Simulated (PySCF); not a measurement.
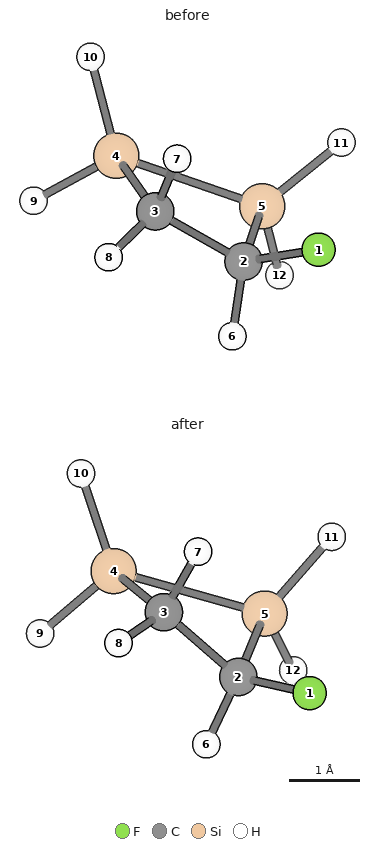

The structure of C$_{2}$H$_{7}$FSi$_{2}$ before (top) and after (bottom) a relaxation, at one scale.

Style: ball-and-stick. Shown from a free direction.

The start comes from GFN2-xTB. Its atoms were then displaced at random by about 0.01 Å.

All numbers below come from PBE0-D3(BJ)/def2-SVP geometry optimisation, gas phase (PySCF 2.14.0, density-fitted response routines). 

**What changed between the two?**

The atom that moves furthest after the best rigid fit is F1 (0.52 Å). Largest moves by element: F 0.52 Å, H 0.48 Å, C 0.18 Å, Si 0.11 Å. Among the contacts that change: C3–H8 1.063 → 1.101 Å, F1–C2 1.413 → 1.375 Å, C3–Si4 1.948 → 1.918 Å, Si4–Si5 2.307 → 2.336 Å. Among the angles between lasting bonds that change: Si4–Si5–H11 120.8° → 112.2°, Si5–Si4–H9 121.3° → 115.1°, C2–Si5–H12 112.6° → 117.9°. Over 10 geometry steps the energy falls by 22.6 kJ/mol.
